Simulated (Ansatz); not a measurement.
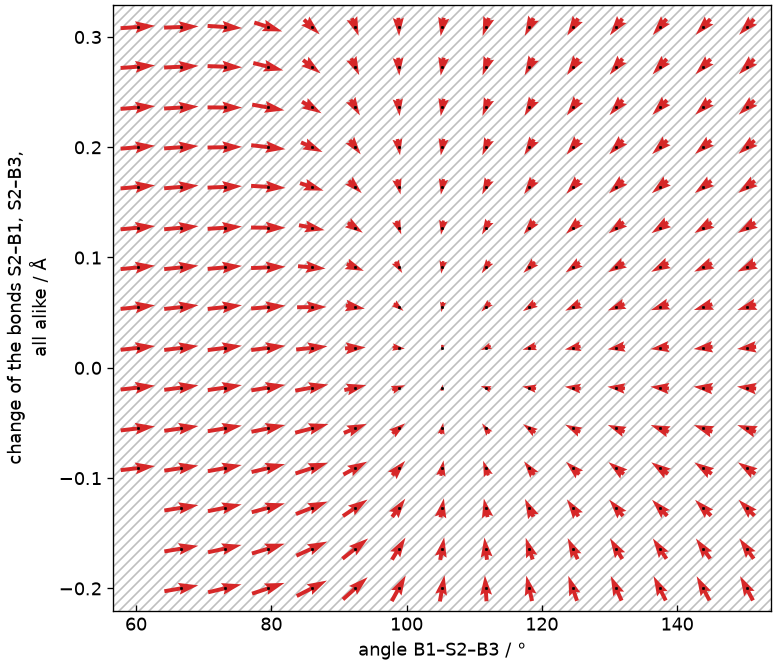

B₂FH₃S, SMILES BSBF. The first coordinate is: angle B1–S2–B3; the second: change of the bonds S2–B1, S2–B3, all alike. Nothing is relaxed (all other coordinates rigid). The grid has 15 × 15 points. At 3 points there is no value (left out of the scan, as a rule where atoms come close). Points are written as (first, second). Computed with RHF/def2-TZVP (Ansatz).

Drawn: dots at the grid points, arrows along the force (downhill), their lengths compressed, hatched blanks where no value was computed.

The arrows alone are given. Where is the energy lowest?

The arrows converge at about (105°, 0.000 Å) (read from the interpolated surface).

The energy map of the same scan:

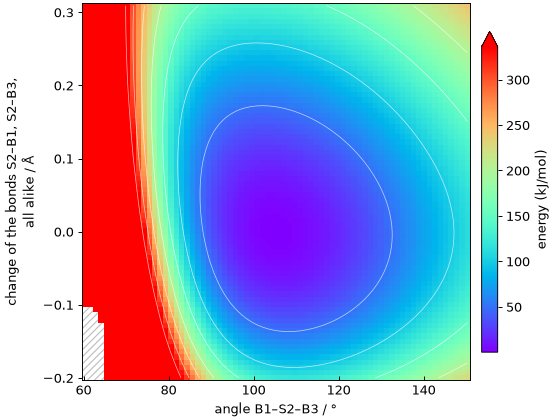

Energies are in kJ/mol, from the relaxed molecule at the same level; between grid points the surface is interpolated.
